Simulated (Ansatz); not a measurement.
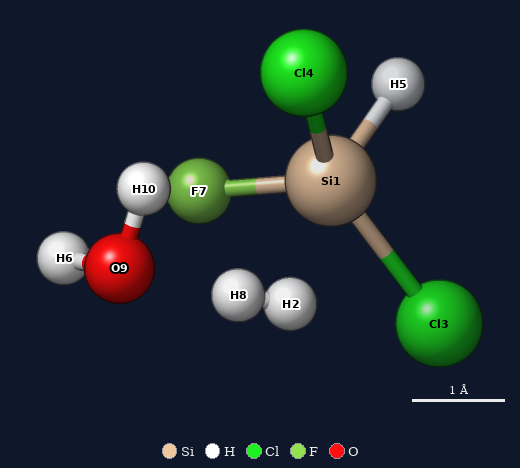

Fig. 1: The starting structure (ball-and-stick view, seen at a tilt; atoms are numbered from 1 in the order of the input). Bond lengths as drawn: Cl–Si 2.11 Å, F–Si 1.60 Å, H–H 0.62 Å, H–O 0.94 to 1.00 Å and H–Si 1.46 Å.

## Geometry relaxation of SiH5Cl2OF (part 1 of 3)

The run: geometry relaxation of SiH5Cl2OF. Method and program: RKS PBE0-D4/def2-TZVP (Ansatz 0.2.0).

The geometry is a transition state displaced along its imaginary mode. The reaction was set up to form Si1–F7, H6–O9 and H2–H8 and to break Si1–H2, H6–F7 and H8–O9 (atoms counted from 1 in the order of the input); sticks are drawn by distance alone. Figures and captions count atoms from 1; the log counts them from 0 in places.

**Input file**
```yaml
crystal:
  periodic: [false, false, false]
  atoms:
    - {symbol: Si, position_ang: [-0.932039, 0.595039, -0.486734]}
    - {symbol: H, position_ang: [0.490867, -0.415314, -0.886323]}
    - {symbol: Cl, position_ang: [-1.439792, -0.134430, -2.395322]}
    - {symbol: Cl, position_ang: [0.481256, 1.803692, 0.505765]}
    - {symbol: H, position_ang: [-1.938414, 1.655751, -0.483455]}
    - {symbol: H, position_ang: [0.849555, -1.412726, 1.423582]}
    - {symbol: F, position_ang: [-1.353555, -0.499732, 0.594322]}
    - {symbol: H, position_ang: [0.759548, -0.610030, -0.360394]}
    - {symbol: O, position_ang: [1.549093, -0.936729, 0.890330]}
    - {symbol: H, position_ang: [1.533480, -0.045519, 1.198329]}
basis:
  gaussian: {orbitals: def2-TZVP}
hamiltonian: {xc: pbe0, dispersion: d4}
relax: {f_tol: 0.005, max_steps: 200}
```

Launched with:
```bash
ansatz run in.yaml --threads 8 --pin off --events-out ev --progress --plain --max-ram 19148MiB
```

**The program's output**
```
Functional definition: PBE0
  name "PBE0"
  cite "Adamo & Barone, J. Chem. Phys. 110, 6158 (1999) doi:10.1063/1.478522"
  cite "Perdew, Burke & Ernzerhof, Phys. Rev. Lett. 77, 3865 (1996) doi:10.1103/PhysRevLett.77.3865"
  parent pbe
  parameter a = 0.25
  parameter kappa = 0.804
  parameter beta = 0.06672455060314922
  exchange = (1 - a)*pbe_x(kappa = kappa, mu = beta*pi^2/3) + a*exact_x
  correlation = pbe_c(beta = beta)
1331 factors; their error is unknown
mean field evaluation 1: about -37752.0414 eV, gradient 5.6e1 eV
mean field evaluation 2: about -37744.6142 eV, gradient 8.7e1 eV
mean field evaluation 4: about -37756.8597 eV, gradient 2.4e0 eV
mean field evaluation 8: about -37756.8697 eV, gradient 4.1e-2 eV
mean field evaluation 16: about -37756.9870 eV, gradient 8.6e-5 eV
mean field -37756.98702643 eV, -1387.5436806162 hartree, gradient 2.8e-5 eV, S^2 0.000000; 0 other end points of the search recorded, 0 dependent functions left out
the calculation of the forces begins
reference -37756.98705580 eV, -1387.5436816958 hartree; 35, 35 occupied and 168, 168 virtual orbitals, 1331 factors
relax step   1: F+E_penalty+E_count = -37757.19438573 eV  Δ(F+E_penalty+E_count) = +0.000e0 eV  max|allowed force component| = 7.830e0 eV/Å  Δτ_max = 0.0000 Å  (28 SCF iters, accepted)
these checks for a lower state are left out or cut short: starts, cluster_reference, orbital_swaps, neighbouring_geometries, increment
1331 factors; their error is unknown
mean field -37758.01161488 eV, -1387.5813335472 hartree, gradient 1.5e-5 eV, S^2 0.000000; 0 other end points of the search recorded, 0 dependent functions left out
[... from here on the field's lines of each further geometry are left out, up to the last ...]
relax step   2: F+E_penalty+E_count = -37758.21532559 eV  Δ(F+E_penalty+E_count) = -1.021e0 eV  max|allowed force component| = 9.434e-1 eV/Å  Δτ_max = 0.1925 Å  (36 SCF iters, accepted)
relax step   3: F+E_penalty+E_count = -37758.56664416 eV  Δ(F+E_penalty+E_count) = -3.513e-1 eV  max|allowed force component| = 1.065e0 eV/Å  Δτ_max = 0.1921 Å  (30 SCF iters, accepted)
relax step   4: F+E_penalty+E_count = -37758.89585556 eV  Δ(F+E_penalty+E_count) = -3.292e-1 eV  max|allowed force component| = 1.485e0 eV/Å  Δτ_max = 0.1929 Å  (36 SCF iters, accepted)
relax step   5: F+E_penalty+E_count = -37759.13675110 eV  Δ(F+E_penalty+E_count) = -2.409e-1 eV  max|allowed force component| = 6.163e-1 eV/Å  Δτ_max = 0.1908 Å  (30 SCF iters, accepted)
relax step   6: F+E_penalty+E_count = -37759.21974493 eV  Δ(F+E_penalty+E_count) = -8.299e-2 eV  max|allowed force component| = 4.646e-1 eV/Å  Δτ_max = 0.1998 Å  (30 SCF iters, accepted)
relax step   7: F+E_penalty+E_count = -37759.27343164 eV  Δ(F+E_penalty+E_count) = -5.369e-2 eV  max|allowed force component| = 6.884e-1 eV/Å  Δτ_max = 0.1917 Å  (30 SCF iters, accepted)
relax step   8: F+E_penalty+E_count = -37759.30657602 eV  Δ(F+E_penalty+E_count) = -3.314e-2 eV  max|allowed force component| = 1.313e-1 eV/Å  Δτ_max = 0.2000 Å  (30 SCF iters, accepted)
relax step   9: F+E_penalty+E_count = -37759.32166984 eV  Δ(F+E_penalty+E_count) = -1.509e-2 eV  max|allowed force component| = 3.126e-1 eV/Å  Δτ_max = 0.1986 Å  (30 SCF iters, accepted)
relax step  10: F+E_penalty+E_count = -37759.29354558 eV  Δ(F+E_penalty+E_count) = +2.812e-2 eV  max|allowed force component| = 1.621e0 eV/Å  Δτ_max = 0.1950 Å  (29 SCF iters, rejected (line search))
relax step  11: F+E_penalty+E_count = -37759.32397653 eV  Δ(F+E_penalty+E_count) = -2.307e-3 eV  max|allowed force component| = 2.412e-1 eV/Å  Δτ_max = 0.0267 Å  (33 SCF iters, accepted)
relax step  12: F+E_penalty+E_count = -37759.32678026 eV  Δ(F+E_penalty+E_count) = -2.804e-3 eV  max|allowed force component| = 3.864e-1 eV/Å  Δτ_max = 0.0955 Å  (30 SCF iters, accepted)
relax step  13: F+E_penalty+E_count = -37759.33000390 eV  Δ(F+E_penalty+E_count) = -3.224e-3 eV  max|allowed force component| = 2.453e-1 eV/Å  Δτ_max = 0.0974 Å  (30 SCF iters, accepted)
relax step  14: F+E_penalty+E_count = -37759.33049511 eV  Δ(F+E_penalty+E_count) = -4.912e-4 eV  max|allowed force component| = 3.441e-1 eV/Å  Δτ_max = 0.0555 Å  (30 SCF iters, accepted)
relax step  15: F+E_penalty+E_count = -37759.33217240 eV  Δ(F+E_penalty+E_count) = -1.677e-3 eV  max|allowed force component| = 9.197e-2 eV/Å  Δτ_max = 0.0326 Å  (31 SCF iters, accepted)
relax step  16: F+E_penalty+E_count = -37759.33243434 eV  Δ(F+E_penalty+E_count) = -2.619e-4 eV  max|allowed force component| = 1.864e-2 eV/Å  Δτ_max = 0.0191 Å  (31 SCF iters, accepted)
relax step  17: F+E_penalty+E_count = -37759.33257428 eV  Δ(F+E_penalty+E_count) = -1.399e-4 eV  max|allowed force component| = 3.644e-2 eV/Å  Δτ_max = 0.0169 Å  (31 SCF iters, accepted)
relax step  18: F+E_penalty+E_count = -37759.33268896 eV  Δ(F+E_penalty+E_count) = -1.147e-4 eV  max|allowed force component| = 6.019e-2 eV/Å  Δτ_max = 0.0277 Å  (30 SCF iters, accepted)
relax step  19: F+E_penalty+E_count = -37759.33278981 eV  Δ(F+E_penalty+E_count) = -1.009e-4 eV  max|allowed force component| = 4.960e-2 eV/Å  Δτ_max = 0.0151 Å  (31 SCF iters, accepted)
relax step  20: F+E_penalty+E_count = -37759.33297586 eV  Δ(F+E_penalty+E_count) = -1.860e-4 eV  max|allowed force component| = 2.903e-2 eV/Å  Δτ_max = 0.0214 Å  (31 SCF iters, accepted)
relax step  21: F+E_penalty+E_count = -37759.33316543 eV  Δ(F+E_penalty+E_count) = -1.896e-4 eV  max|allowed force component| = 5.453e-2 eV/Å  Δτ_max = 0.0380 Å  (30 SCF iters, accepted)
relax step  22: F+E_penalty+E_count = -37759.33329571 eV  Δ(F+E_penalty+E_count) = -1.303e-4 eV  max|allowed force component| = 5.541e-2 eV/Å  Δτ_max = 0.0396 Å  (30 SCF iters, accepted)
relax step  23: F+E_penalty+E_count = -37759.33338771 eV  Δ(F+E_penalty+E_count) = -9.200e-5 eV  max|allowed force component| = 4.580e-2 eV/Å  Δτ_max = 0.0238 Å  (31 SCF iters, accepted)
relax step  24: F+E_penalty+E_count = -37759.33348908 eV  Δ(F+E_penalty+E_count) = -1.014e-4 eV  max|allowed force component| = 4.536e-2 eV/Å  Δτ_max = 0.0270 Å  (31 SCF iters, accepted)
relax step  25: F+E_penalty+E_count = -37759.33355287 eV  Δ(F+E_penalty+E_count) = -6.378e-5 eV  max|allowed force component| = 4.701e-2 eV/Å  Δτ_max = 0.0317 Å  (31 SCF iters, accepted)
relax step  26: F+E_penalty+E_count = -37759.33358203 eV  Δ(F+E_penalty+E_count) = -2.916e-5 eV  max|allowed force component| = 6.801e-2 eV/Å  Δτ_max = 0.0631 Å  (30 SCF iters, accepted)
relax step  27: F+E_penalty+E_count = -37759.33368850 eV  Δ(F+E_penalty+E_count) = -1.065e-4 eV  max|allowed force component| = 4.691e-2 eV/Å  Δτ_max = 0.0078 Å  (32 SCF iters, accepted)
relax step  28: F+E_penalty+E_count = -37759.33375038 eV  Δ(F+E_penalty+E_count) = -6.188e-5 eV  max|allowed force component| = 3.255e-2 eV/Å  Δτ_max = 0.0079 Å  (32 SCF iters, accepted)
relax step  29: F+E_penalty+E_count = -37759.33384147 eV  Δ(F+E_penalty+E_count) = -9.109e-5 eV  max|allowed force component| = 3.516e-2 eV/Å  Δτ_max = 0.0296 Å  (31 SCF iters, accepted)
relax step  30: F+E_penalty+E_count = -37759.33390724 eV  Δ(F+E_penalty+E_count) = -6.576e-5 eV  max|allowed force component| = 8.135e-2 eV/Å  Δτ_max = 0.0646 Å  (30 SCF iters, accepted)
relax step  31: F+E_penalty+E_count = -37759.33402931 eV  Δ(F+E_penalty+E_count) = -1.221e-4 eV  max|allowed force component| = 6.560e-2 eV/Å  Δτ_max = 0.0108 Å  (31 SCF iters, accepted)
relax step  32: F+E_penalty+E_count = -37759.33421476 eV  Δ(F+E_penalty+E_count) = -1.855e-4 eV  max|allowed force component| = 4.165e-2 eV/Å  Δτ_max = 0.0232 Å  (31 SCF iters, accepted)
relax step  33: F+E_penalty+E_count = -37759.33423181 eV  Δ(F+E_penalty+E_count) = -1.705e-5 eV  max|allowed force component| = 1.344e-1 eV/Å  Δτ_max = 0.1581 Å  (30 SCF iters, accepted)
relax step  34: F+E_penalty+E_count = -37759.33467116 eV  Δ(F+E_penalty+E_count) = -4.393e-4 eV  max|allowed force component| = 6.916e-2 eV/Å  Δτ_max = 0.0517 Å  (30 SCF iters, accepted)
relax step  35: F+E_penalty+E_count = -37759.33473924 eV  Δ(F+E_penalty+E_count) = -6.808e-5 eV  max|allowed force component| = 1.655e-1 eV/Å  Δτ_max = 0.0532 Å  (30 SCF iters, accepted)
relax step  36: F+E_penalty+E_count = -37759.33509537 eV  Δ(F+E_penalty+E_count) = -3.561e-4 eV  max|allowed force component| = 9.748e-2 eV/Å  Δτ_max = 0.0084 Å  (32 SCF iters, accepted)
relax step  37: F+E_penalty+E_count = -37759.33540680 eV  Δ(F+E_penalty+E_count) = -3.114e-4 eV  max|allowed force component| = 1.856e-2 eV/Å  Δτ_max = 0.0321 Å  (31 SCF iters, accepted)
relax step  38: F+E_penalty+E_count = -37759.33587456 eV  Δ(F+E_penalty+E_count) = -4.678e-4 eV  max|allowed force component| = 3.526e-2 eV/Å  Δτ_max = 0.0488 Å  (30 SCF iters, accepted)
relax step  39: F+E_penalty+E_count = -37759.33033987 eV  Δ(F+E_penalty+E_count) = +5.535e-3 eV  max|allowed force component| = 5.602e-1 eV/Å  Δτ_max = 0.1950 Å  (29 SCF iters, rejected (line search))
relax step  40: F+E_penalty+E_count = -37759.33597901 eV  Δ(F+E_penalty+E_count) = -1.045e-4 eV  max|allowed force component| = 3.197e-2 eV/Å  Δτ_max = 0.0071 Å  (32 SCF iters, accepted)
relax step  41: F+E_penalty+E_count = -37759.33664116 eV  Δ(F+E_penalty+E_count) = -6.621e-4 eV  max|allowed force component| = 8.855e-2 eV/Å  Δτ_max = 0.0985 Å  (30 SCF iters, accepted)
relax step  42: F+E_penalty+E_count = -37759.33656863 eV  Δ(F+E_penalty+E_count) = +7.253e-5 eV  max|allowed force component| = 2.525e-1 eV/Å  Δτ_max = 0.0722 Å  (30 SCF iters, rejected (line search))
relax step  43: F+E_penalty+E_count = -37759.33756995 eV  Δ(F+E_penalty+E_count) = -9.288e-4 eV  max|allowed force component| = 8.593e-2 eV/Å  Δτ_max = 0.0358 Å  (30 SCF iters, accepted)
relax step  44: F+E_penalty+E_count = -37759.33836550 eV  Δ(F+E_penalty+E_count) = -7.955e-4 eV  max|allowed force component| = 1.861e-1 eV/Å  Δτ_max = 0.0732 Å  (30 SCF iters, accepted)
relax step  45: F+E_penalty+E_count = -37759.33827041 eV  Δ(F+E_penalty+E_count) = +9.508e-5 eV  max|allowed force component| = 2.810e-1 eV/Å  Δτ_max = 0.0592 Å  (30 SCF iters, rejected (line search))
relax step  46: F+E_penalty+E_count = -37759.33928439 eV  Δ(F+E_penalty+E_count) = -9.189e-4 eV  max|allowed force component| = 3.089e-2 eV/Å  Δτ_max = 0.0296 Å  (31 SCF iters, accepted)
relax step  47: F+E_penalty+E_count = -37759.34004057 eV  Δ(F+E_penalty+E_count) = -7.562e-4 eV  max|allowed force component| = 5.755e-2 eV/Å  Δτ_max = 0.0549 Å  (30 SCF iters, accepted)
relax step  48: F+E_penalty+E_count = -37759.34020080 eV  Δ(F+E_penalty+E_count) = -1.602e-4 eV  max|allowed force component| = 1.777e-1 eV/Å  Δτ_max = 0.0820 Å  (30 SCF iters, accepted)
relax step  49: F+E_penalty+E_count = -37759.34099500 eV  Δ(F+E_penalty+E_count) = -7.942e-4 eV  max|allowed force component| = 6.435e-2 eV/Å  Δτ_max = 0.0091 Å  (32 SCF iters, accepted)
relax step  50: F+E_penalty+E_count = -37759.34123037 eV  Δ(F+E_penalty+E_count) = -2.354e-4 eV  max|allowed force component| = 4.024e-2 eV/Å  Δτ_max = 0.0171 Å  (31 SCF iters, accepted)
relax step  51: F+E_penalty+E_count = -37759.34147106 eV  Δ(F+E_penalty+E_count) = -2.407e-4 eV  max|allowed force component| = 2.158e-2 eV/Å  Δτ_max = 0.0245 Å  (31 SCF iters, accepted)
relax step  52: F+E_penalty+E_count = -37759.34155954 eV  Δ(F+E_penalty+E_count) = -8.848e-5 eV  max|allowed force component| = 4.567e-2 eV/Å  Δτ_max = 0.0388 Å  (30 SCF iters, accepted)
relax step  53: F+E_penalty+E_count = -37759.34160073 eV  Δ(F+E_penalty+E_count) = -4.118e-5 eV  max|allowed force component| = 1.208e-2 eV/Å  Δτ_max = 0.0116 Å  (31 SCF iters, accepted)
relax step  54: F+E_penalty+E_count = -37759.34161022 eV  Δ(F+E_penalty+E_count) = -9.491e-6 eV  max|allowed force component| = 5.901e-3 eV/Å  Δτ_max = 0.0048 Å  (32 SCF iters, accepted)
the calculation of the forces begins
reference -37759.14702431 eV, -1387.6230590744 hartree; 35, 35 occupied and 168, 168 virtual orbitals, 1331 factors
relax step  55: F+E_penalty+E_count = -37759.34161506 eV  Δ(F+E_penalty+E_count) = -4.840e-6 eV  max|allowed force component| = 3.023e-3 eV/Å  Δτ_max = 0.0053 Å  (33 SCF iters, accepted)
1331 factors; their error is unknown
mean field evaluation 416: about -37759.1470 eV, gradient 8.4e-5 eV
```

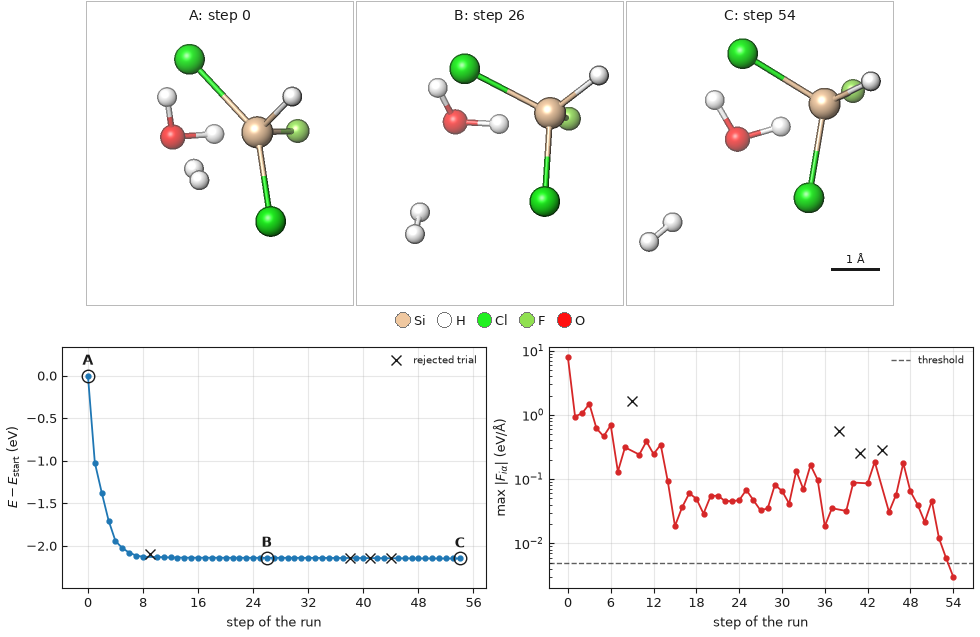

Fig. 2: Frames of the relaxation (ball-and-stick view, seen at a tilt) above the curves, on which the letters mark them (the first geometry is step 0 here and step 1 in the log).

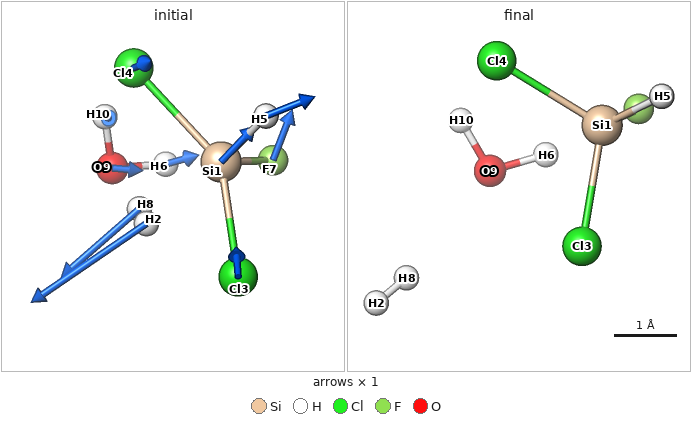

Fig. 3: Before (left) and after (right) the relaxation, at one scale (ball-and-stick view, seen at a tilt). The blue arrows give the displacements, at true length. The largest move after the best rigid fit is that of H2, 2.31 Å. By element the largest moves are H 2.31 Å, F 0.90 Å, Si 0.85 Å, Cl 0.72 Å, O 0.53 Å. Among the contacts that change: H2–H8 0.622 → 0.748 Å, Si1–Cl3 2.105 → 2.015 Å, Si1–Cl4 2.108 → 2.027 Å, H6–O9 1.000 → 0.961 Å. Among the angles that change: Cl3–Si1–Cl4 141.9° → 111.2°, Cl4–Si1–H5 92.5° → 109.7°, Cl3–Si1–H5 95.0° → 110.6°. Over 54 geometry steps the energy falls by 2.147 eV. The largest force component goes from 7.8 to 0.003 eV/Å. The line search rejected the trial steps at points 9, 38, 41, 44 (counted from 0) and went back. (Atoms are counted from 1 in the order of the input.)

```
mean field -37759.14699056 eV, -1387.6230578338 hartree, gradient 6.9e-5 eV, S^2 0.000000; 1 other end points of the search recorded, 0 dependent functions left out
the calculation of the forces begins
reference -37759.14702431 eV, -1387.6230590744 hartree; 35, 35 occupied and 168, 168 virtual orbitals, 1331 factors
Total energy: -37759.34164882 eV, -1387.6302113930 hartree
Atom 0 at    -1.487265     1.086427    -0.063433 Å, force     0.000447    -0.000603     0.002853 eV/Å
Atom 1 at     2.215575    -1.367558    -2.045846 Å, force     0.000633    -0.000171    -0.001330 eV/Å
Atom 2 at    -1.367579    -0.197939    -1.611413 Å, force    -0.000283    -0.000807    -0.001159 eV/Å
Atom 3 at     0.173390     2.241162     0.062704 Å, force     0.000209     0.000499     0.000237 eV/Å
Atom 4 at    -2.674356     1.939575    -0.192023 Å, force    -0.000486     0.000080     0.000056 eV/Å
Atom 5 at     0.262206    -1.140011     1.549901 Å, force    -0.003023    -0.000972     0.001499 eV/Å
Atom 6 at    -1.616457     0.259783     1.286998 Å, force     0.000060     0.000963    -0.002054 eV/Å
Atom 7 at     1.884547    -1.382209    -1.375186 Å, force    -0.000551    -0.000079     0.001455 eV/Å
Atom 8 at     1.068418    -1.103266     1.029072 Å, force     0.001443    -0.000203    -0.001352 eV/Å
Atom 9 at     1.541519    -0.335961     1.359326 Å, force     0.001552     0.001293    -0.000205 eV/Å
Dipole moment:    -0.252973     0.371277     0.190796 e Å
```

**Trajectory as extended XYZ (Å, eV, eV/Å), 55 frames, from step=1 to step=55**
```
10
Properties=species:S:1:pos:R:3:forces:R:3 step=1 energy=-37757.19439
Si   -0.9320    0.5950   -0.4867   -1.0334   0.3651  -0.1283
H     0.4909   -0.4153   -0.8863   -3.6931   2.5098  -7.8300
Cl   -1.4398   -0.1344   -2.3953    0.5850   0.2030   0.4838
Cl    0.4813    1.8037    0.5058    0.1368   0.1240  -0.4041
H    -1.9384    1.6558   -0.4835   -0.2539   0.0358   0.0735
H     0.8496   -1.4127    1.4236    1.2734   0.8034  -0.7844
F    -1.3536   -0.4997    0.5943    0.0634  -0.1051  -0.0393
H     0.7595   -0.6100   -0.3604    3.2448  -2.4382   6.3385
O     1.5491   -0.9367    0.8903   -0.3958  -2.6733   1.6996
H     1.5335   -0.0455    1.1983    0.0727   1.1755   0.5908
10
Properties=species:S:1:pos:R:3:forces:R:3 step=2 energy=-37758.21533
Si   -1.0389    0.6779   -0.4987   -0.0960  -0.0599   0.2593
H     0.4026   -0.3824   -1.0048    0.1873  -0.1142  -0.9136
Cl   -1.3226   -0.0798   -2.4214   -0.0468   0.5095   0.2331
Cl    0.4931    1.8684    0.3442   -0.4295  -0.0937  -0.4886
H    -2.1251    1.6694   -0.4387   -0.0535  -0.1280   0.0791
H     0.9291   -1.4588    1.5571    0.4464   0.2426  -0.3364
F    -1.3315   -0.4928    0.5566   -0.2139   0.3554  -0.1069
H     0.7350   -0.6276   -0.3754    0.2848  -0.2303   0.3004
O     1.5992   -1.0431    0.9842   -0.1255  -0.3830   0.9435
H     1.6591   -0.1312    1.2970    0.0467  -0.0983   0.0302
10
Properties=species:S:1:pos:R:3:forces:R:3 step=3 energy=-37758.56664
Si   -1.1408    0.7268   -0.5126   -0.3857   0.3917   0.3246
H     0.5094   -0.4743   -1.0930    0.6075  -0.5186   0.6481
Cl   -1.3895    0.0815   -2.4605    0.2740   0.1878   0.4056
Cl    0.4059    1.9547    0.1965   -0.3800  -0.5212  -0.4327
H    -2.2482    1.6867   -0.4256   -0.1074  -0.0718   0.1380
H     0.9986   -1.5035    1.6443    0.0017  -0.0482   0.0304
F    -1.4389   -0.4374    0.5498    0.2910   0.3532  -0.4516
H     0.8452   -0.7105   -0.4068   -0.4620   0.2359  -1.0646
O     1.7049   -1.1258    1.1120    0.1192   0.3986   0.4870
H     1.7534   -0.1983    1.3961    0.0417  -0.4074  -0.0850
10
Properties=species:S:1:pos:R:3:forces:R:3 step=4 energy=-37758.89586
Si   -1.2504    0.8190   -0.5138   -0.2518   0.0232   0.4733
H     0.6065   -0.6076   -1.1930    0.7269  -0.5516   1.1419
Cl   -1.3725    0.2228   -2.4622    0.1222   0.1107   0.2666
Cl    0.3592    1.9793    0.0493   -0.3129  -0.3470  -0.2571
H    -2.4082    1.7013   -0.3358   -0.0640  -0.0326   0.0931
H     1.0166   -1.5118    1.7209   -0.0957  -0.0969   0.0623
F    -1.4198   -0.4051    0.5132    0.1970   0.5381  -0.5674
H     0.9186   -0.8120   -0.4798   -0.5148   0.2836  -1.4847
O     1.7597   -1.1611    1.2262    0.1470   0.4431   0.3687
H     1.7903   -0.2248    1.4749    0.0460  -0.3704  -0.0967
```
